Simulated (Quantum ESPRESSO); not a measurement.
**Cost against accuracy: conv_thr for HfSiO₄ (I4_1/amd, 12 atoms in the cell)**

Cell: a = 5.3773 Å, b = 5.3773 Å, c = 5.3773 Å, α = 107.03°, β = 107.03°, γ = 114.47°.

Method: PBE, PseudoDojo standard norm-conserving (PBE) pseudopotentials (plane waves; Quantum ESPRESSO 7.5).

Base settings: ecutwfc = 85 Ry; occupations = smearing; smearing = gauss; degauss = 0.0036749 Ry; potentials = {Hf: Hf.upf, Si: Si.upf, O: O.upf}; K_POINTS = automatic 4 4 4 0 0 0; conv_thr = 1e-10 Ry; mixing_beta = 0.3.

Misses are taken against the tightest run, 7.3e-14 Ry, which need not be fully converged itself.

The count of work is k-points × plane waves × bands × iterations; it is no time, and leaves out set-up, grids and terms that scale otherwise. Core times come from one kind of shared machine and are given to one figure; runs under 30 s give none.

The starting cell comes from a database of computed structures (which also holds hypothetical and non-ambient phases and stackings), without a prior relaxation at this level. Its lattice was rescaled by a random factor within 2.5 % of one. Spin-orbit coupling is off. In the base run, with a pressure of about 29 GPa the cell is away from its equilibrium volume at this level.

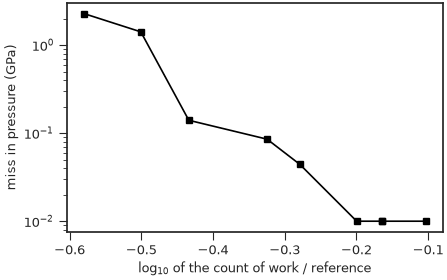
*Miss against the count of work; the reference run is not drawn, and misses under 0.01 GPa are drawn there.*

| conv_thr | pressure less reference (GPa) | largest difference in the force on any atom (eV/Å) | gap on the mesh less reference (eV) | count of work / reference | core time / reference (rough) |
|---|---|---|---|---|---|
| 0.0073 Ry | 2.28 | 0.154 | 0.066 | 0.26 | 0.3 |
| 0.00073 Ry | -1.41 | 0.067 | -0.053 | 0.32 | 0.5 |
| 7.3e-05 Ry | -0.14 | 0.004 | -0.002 | 0.37 | 0.4 |
| 7.3e-06 Ry | 0.09 | 0.002 | 0.003 | 0.47 | 0.5 |
| 7.3e-07 Ry | 0.04 | 0.001 | 0.001 | 0.53 | 0.5 |
| 7.3e-08 Ry | 0.00 | 0.000 | 0.000 | 0.63 | 0.6 |
| 7.3e-10 Ry | 0.00 | 0.000 | 0.000 | 0.68 | 0.7 |
| 1e-10 Ry | 0.00 | 0.000 | 0.000 | 0.68 | 0.7 |
| 7.3e-12 Ry | 0.00 | 0.000 | 0.000 | 0.79 | 0.8 |
| 7.3e-14 Ry | 0.00 | 0.000 | 0.000 | 1.0 | 1 |

Coarsest setting among those run that, with all tighter ones, holds the pressure within 2 GPa of the reference: 0.00073 Ry, off by 1.4 GPa; its saving against the reference is no more than about a factor of 2 in time.

Coarsest setting among those run that, with all tighter ones, holds the pressure within 1 GPa of the reference: 7.3e-05 Ry, off by 0.14 GPa; it needs 0.37 of the reference's count of work and about 0.4 of the reference's time.

The step from 0.0073 Ry to 1e-10 Ry: it takes the miss in the pressure from 2.3 to 0.000 GPa, for 2.6 times the count of work and roughly 2 times the time.
